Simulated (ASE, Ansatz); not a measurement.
## H-capped Ge nanowire along [001] with a Si core (197 atoms): from recipe to cell

The cell is an input for a DFT calculation. Recipe: round section of size parameter 14.03 Å cut from diamond-structure Ge (a = 5.658 Å) along [001], 1 period, broken bonds capped with H, 12 Å of vacuum, Si core of radius 7.72 Å.

A script for it:

build.py (ASE 3.29.0):

```python
import numpy as np
from ase import Atoms
from ase.build import bulk, make_supercell
from ase.neighborlist import neighbor_list

u = bulk('Ge', 'diamond', a=5.658)
w = make_supercell(u, [[0, 0, 1], [1, -1, 0], [1, 1, -1]])
w.set_cell(w.cell.cellpar(), scale_atoms=True)  # standard orientation
full = w.repeat([15, 15, 1])
d = full.positions - np.array([7.5, 7, 0]) @ w.cell[:]
swap = {'Ge': 'Si'}
for a in full:
    if np.linalg.norm(d[a.index, :2]) < 7.72: a.symbol = swap.get(a.symbol, a.symbol)
keep = np.linalg.norm(d[:, :2], axis=1) < 14.03
# cap broken bonds with H: drop atoms with fewer than two neighbours, then put H along each missing bond
for _ in range(4):
    n = np.bincount(neighbor_list('i', full[keep], 2.82), minlength=keep.sum())
    keep[np.where(keep)[0][n < 2]] = False
i, j, D = neighbor_list('ijD', full, 2.82)
miss = keep[i] & ~keep[j]
bond = {'Ge': 1.53, 'Si': 1.48}
caps = [full.positions[a] + d / np.linalg.norm(d) * bond[full[a].symbol] for a, d in zip(i[miss], D[miss])]
atoms = full[keep] + Atoms('H' * len(caps), caps)
atoms.set_tags([0] * keep.sum() + [1] * len(caps))
atoms.set_cell([1, 1, full.cell[2, 2]]); atoms.center(vacuum=6, axis=(0, 1)); atoms.pbc = True
atoms.rattle(0.02, seed=90107)
atoms.wrap()
atoms.write('structure.xyz')
print(atoms.get_chemical_formula(), len(atoms), 'atoms; cell', atoms.cell.cellpar().round(3))
```

```console
$ python build.py
H52Ge100Si45 197 atoms; cell [38.503 38.503  5.658 90.    90.    90.   ]
```

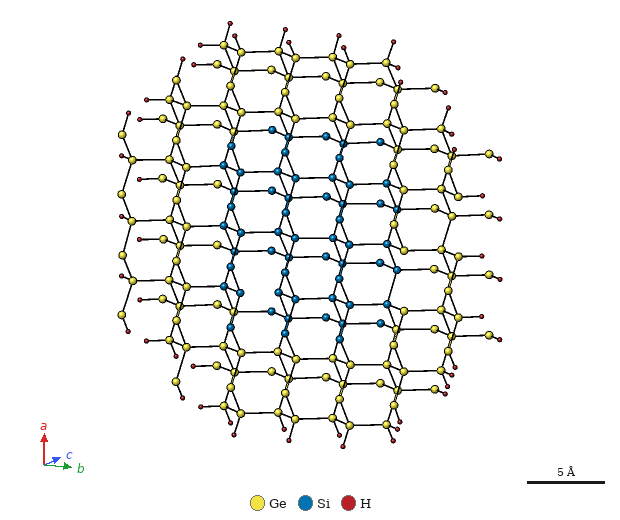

The cell, seen at a slant to the c axis (germanium yellow, silicon blue, hydrogen red). Some periodic images of atoms are drawn too.

The cell holds 197 atoms: 100 Ge, 45 Si and 52 H. Its edges and angles: a = 38.503 Å, b = 38.503 Å, c = 5.658 Å, α = 90.0°, β = 90.0°, γ = 90.0°. It derives from Ge (diamond-structure) and Si. Regions: wire, 145 atoms (100 Ge and 45 Si); hydrogen, 52 atoms (52 H). Vacuum lies along a and b. The structure repeats along c.

Bonds by pair of elements; cutoffs follow the first minimum of g(r), held within bounds set by covalent radii, and pairs that aren't listed don't count as bonded:

```
pair A-B  cutoff (Å)  bonds  mean length (Å)  spread (Å)  shortest (Å)  B about A  A about B
   Ge-Ge        2.88    160             2.45       0.029          2.36        3.2        3.2
    Ge-H        1.89     52             1.53       0.027          1.47       0.52          1
   Ge-Si        2.88     28             2.44       0.032          2.38       0.28      0.622
   Si-Si        2.93     76             2.45       0.027          2.40       3.38       3.38
```

How many atoms have how many bonded neighbours:

```
element  mean   1    4
     Ge     4   0  100
      H     1  52    0
     Si     4   0   45
```

[Logs are printed without paths, hosts, clocks, repeated set-up lines and the standing remarks that a program may print on its own settings, such as how far it seeks lower states.]

[Hosts, paths, dates, database ids (printed as entryN), source tags and the programs' standing remarks are cut or masked in the printed files.]
